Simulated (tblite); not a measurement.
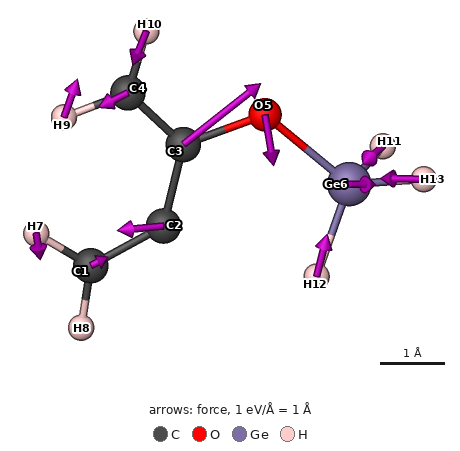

Starting geometry of C₄H₇GeO (multiplicity 2) with the computed forces as purple arrows. Style: ball-and-stick. Shown at a tilt.

Computed with GFN2-xTB geometry optimisation, gas phase (tblite). 

**What follows when this structure is relaxed?**

It isn't relaxed: the largest force vector, on C3, is 1.58 eV/Å. The final displacements have little in common with the starting forces (cosine between the two patterns 0.27). H7 moves most after the best rigid fit: 1.81 Å. By element the largest moves are H 1.81 Å, C 0.52 Å, Ge 0.30 Å, O 0.30 Å. Among the contacts that change: C2–Ge6 3.015 → 3.097 Å, Ge6–H13 1.569 → 1.488 Å, C2–C3 1.428 → 1.355 Å, Ge6–H11 1.569 → 1.502 Å. Among the angles between lasting bonds that change: C1–C2–C3 128.3° → 178.9°, O5–Ge6–H13 109.5° → 99.5°, H11–Ge6–H13 107.0° → 113.4°. Groups turn about O5–Ge6 by about 55°. Over 150 geometry steps the energy falls by 0.779 eV.
